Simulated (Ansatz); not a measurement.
Frequency calculation, with input and output: C2H6Si

System: C2H6Si, SMILES CC[SiH].
Method: PBE/def2-SVP, RKS (Ansatz 0.2.0).

The geometry was optimised with PBE/def2-SVP. Figures and captions count atoms from 1; the log counts them from 0 in places.

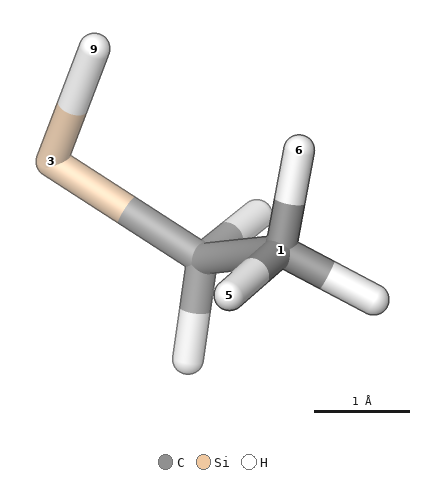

The input geometry (stick view, seen at a tilt; atoms are numbered from 1 in the order of the input).

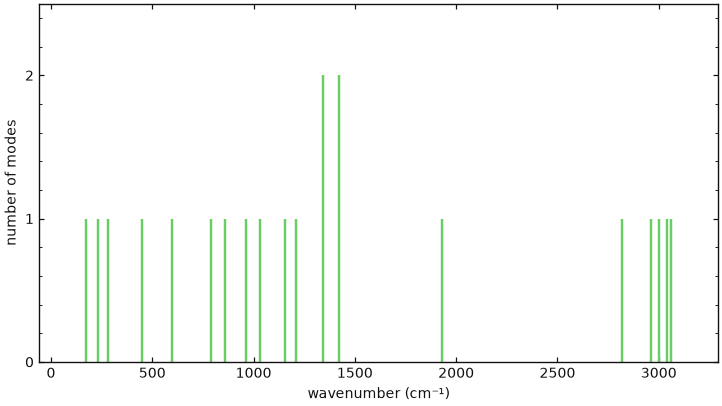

Harmonic vibrational wavenumbers from the force constants; neighbouring modes closer than 13 cm⁻¹ are counted in one stick. 21 modes from 174 to 3061 cm⁻¹, none imaginary.

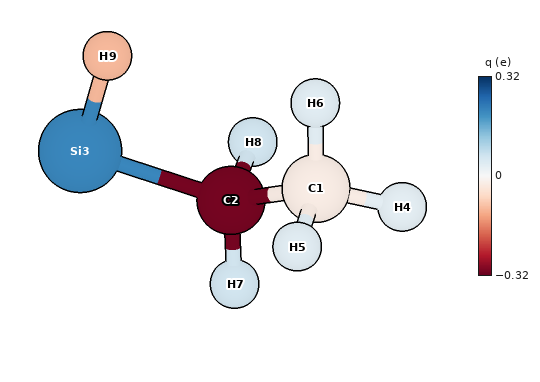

Mulliken charges, as the colour of each atom (ball-and-stick view, seen at a tilt; atoms are numbered from 1 in the order of the input; Mulliken charges depend strongly on the basis). By element: C −0.31 to −0.02, Si +0.21 and H −0.10 to +0.06 e.

These pictures come from the run below.

Input file
```yaml
crystal:
  periodic: [false, false, false]
  atoms:
    - symbol: C
      position_ang: [-0.603088, 0.503205, -0.576064]
    - symbol: C
      position_ang: [0.435084, -0.544246, -0.162068]
    - symbol: Si
      position_ang: [1.484810, -0.404122, 1.430756]
    - symbol: H
      position_ang: [-1.240310, 0.155776, -1.417101]
    - symbol: H
      position_ang: [-0.111541, 1.440399, -0.909528]
    - symbol: H
      position_ang: [-1.268962, 0.768046, 0.270282]
    - symbol: H
      position_ang: [1.068676, -0.863715, -1.018524]
    - symbol: H
      position_ang: [-0.083268, -1.499237, 0.149737]
    - symbol: H
      position_ang: [0.407299, 0.397495, 2.215311]
basis:
  gaussian: {orbitals: def2-SVP}
hamiltonian: {xc: {name: PBE}}
phonons: {temperatures: {t_min: 298.15, t_max: 298.15, t_step: 1}}
```

Launched with:
```bash
ansatz run run.yaml --threads 1 --pin off --max-ram 3480MiB --events-out events.jsonl --progress --plain --runs-dir runs
```

Log
```
Functional definition: PBE
  name "PBE"
  parameter kappa = 0.804
  parameter beta = 0.06672455060314922
  exchange = pbe_x(kappa = kappa, mu = beta*pi^2/3)
  correlation = pbe_c(beta = beta)
860 factors; their error is unknown
mean field evaluation 1: about -10026.6442 eV, gradient 6.0e1 eV
mean field evaluation 2: about -9960.5226 eV, gradient 1.4e2 eV
mean field evaluation 4: about -10036.1942 eV, gradient 5.4e0 eV
mean field evaluation 8: about -10036.3044 eV, gradient 1.5e-1 eV
mean field evaluation 16: about -10036.2489 eV, gradient 2.1e-4 eV
mean field -10036.24892541 eV, -368.8253451950 hartree, gradient 1.1e-5 eV, S^2 0.000000; 0 other end points of the search recorded, 0 dependent functions left out
the calculation of the forces begins
reference -10036.24895735 eV, -368.8253463688 hartree; 16, 16 occupied and 60, 60 virtual orbitals, 860 factors
these checks for a lower state are left out or cut short: stability, starts, cluster_reference, orbital_swaps, neighbouring_geometries, increment
860 factors; their error is unknown
mean field -10036.24877692 eV, -368.8253397382 hartree, gradient 1.7e-6 eV, S^2 0.000000; 0 other end points of the search recorded, 0 dependent functions left out
[... from here on the field's lines of each further geometry are left out, up to the last ...]
the calculation of the forces begins
reference -10036.24893998 eV, -368.8253457303 hartree; 16, 16 occupied and 60, 60 virtual orbitals, 860 factors
these checks for a lower state are left out or cut short: stability, starts, cluster_reference, orbital_swaps, neighbouring_geometries, increment
860 factors; their error is unknown
mean field -10036.24891246 eV, -368.8253447192 hartree, gradient 7.9e-7 eV, S^2 0.000000; 0 other end points of the search recorded, 0 dependent functions left out
the calculation of the forces begins
reference -10036.24894440 eV, -368.8253458928 hartree; 16, 16 occupied and 60, 60 virtual orbitals, 860 factors
Total energy: -10036.24895735 eV, -368.8253463688 hartree
Atom 0 at    -0.603088     0.503205    -0.576064 Å, force     0.000266     0.000142    -0.000578 eV/Å
Atom 1 at     0.435084    -0.544246    -0.162068 Å, force    -0.000483     0.000842     0.001763 eV/Å
Atom 2 at     1.484810    -0.404122     1.430756 Å, force     0.000097    -0.000219     0.000285 eV/Å
Atom 3 at    -1.240310     0.155776    -1.417101 Å, force    -0.000091    -0.000027     0.000181 eV/Å
Atom 4 at    -0.111541     1.440399    -0.909528 Å, force    -0.000217     0.000241    -0.000046 eV/Å
Atom 5 at    -1.268962     0.768046     0.270282 Å, force     0.000021    -0.000329    -0.000115 eV/Å
Atom 6 at     1.068676    -0.863715    -1.018524 Å, force     0.000018    -0.000330    -0.000167 eV/Å
Atom 7 at    -0.083268    -1.499237     0.149737 Å, force     0.000136    -0.000064    -0.000436 eV/Å
Atom 8 at     0.407299     0.397495     2.215311 Å, force     0.000254    -0.000258    -0.000887 eV/Å
Dipole moment:    -0.170116     0.009278    -0.201404 e Å
Vibrations: 173.57 230.18 282.01 449.42 597.73 788.89 858.75 962.60 1033.52 1153.87 1208.14 1334.62 1347.25 1417.47 1425.76 1929.65 2818.55 2962.02 3000.11 3041.64 3060.97 cm⁻¹, zero-point energy 1.864519 eV
```

Key numbers

- outcome: converged
- total energy: −368.825346 hartree
- basis functions: 76
- largest force: 0.002 eV/Å
- zero-point energy: 0.068520 hartree
- dipole moment: 1.27 D
- wavenumbers, lowest and highest: 174 and 3061 cm⁻¹
- hardware: 1 thread of Arm Neoverse V1, 112 GiB of memory available, shared host
- wall time: 65 s
- peak memory: 0.1 GiB
